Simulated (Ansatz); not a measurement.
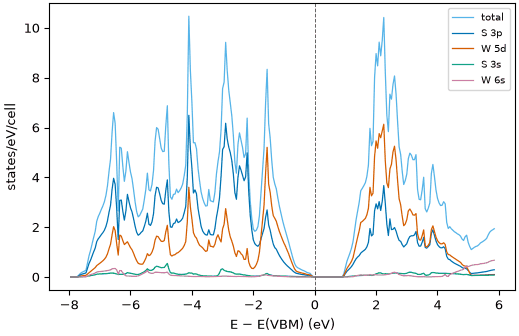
*Total and projected density of states of WS2 in space group P6_3/mmc (No. 194; W on 2d, S on 4f), DFT-PBE+D3(BJ) in the program Ansatz with PAW potentials*

### Question
Which orbitals carry the states next to the gap?

### Answer
Top 1 eV of the valence band: W 5d 64 %, S 3p 31 %. Bottom 1 eV of the conduction band: W 5d 61 %, S 3p 31 %. Projections are on Löwdin-orthogonalised atomic valence shells; empty p or d shells of many metals are not among them.

### Question
Where is the tallest occupied peak in this window, and what makes it?

### Answer
Near -4.1 eV, about 10 states/eV per cell; the largest projected share is S 3p.

The PBE+D3(BJ) relaxation kept the symmetry of its start; phonons on a q-mesh show no instability. The run is not spin-polarised. Scalar-relativistic: spin–orbit coupling is off unless named, which matters more the heavier the elements.

Potentials: the later of the program's two PAW sets.
